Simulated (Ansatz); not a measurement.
C2H4OS (thioacetic acid): a line through the functionals

The species is C2H4OS (8 atoms), meant as a singlet with charge 0. As SMILES, `CC(=O)S`. The coordinates come from a PBE0-D4/def2-TZVP relaxation. This is one conformer, not always the lowest.

The electronic atomisation energy y, in eV, basis def2-SVP; a is the functional's share of exact exchange. Programs: Ansatz 0.2.0.

```
functional  program     a  y (eV)
      BLYP   Ansatz     0   32.45
       PBE   Ansatz     0   33.63
     B3LYP   Ansatz   0.2   32.32
   r2SCAN0   Ansatz  0.25   32.02
      PBE0   Ansatz  0.25       ?
     BHLYP   Ansatz   0.5   31.05
```

Q: Fit y = c + s·a to the known rows and predict PBE0.

A: 
1. Means of the 5 rows: a = 0.1900, y = 32.294.
2. Σ(Δa)² = 0.172, Σ(Δa·Δy) = -0.6853, so the slope is -0.6853/0.172 = -3.9843.
3. Intercept: 32.294 − (-3.9843) × 0.1900 = 33.051. The largest residual of the fit is 0.60.
4. PBE0: 33.051 + (-3.9843) × 0.25 = 32.05 eV.

The run gave 32.70 eV, so the prediction is off by -0.65 eV, about the scatter of the fit. The rows mix families of semi-local functionals, which the line can't see.

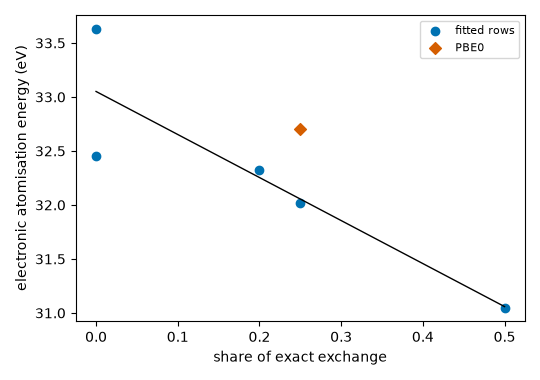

The fitted line, with the withheld row.
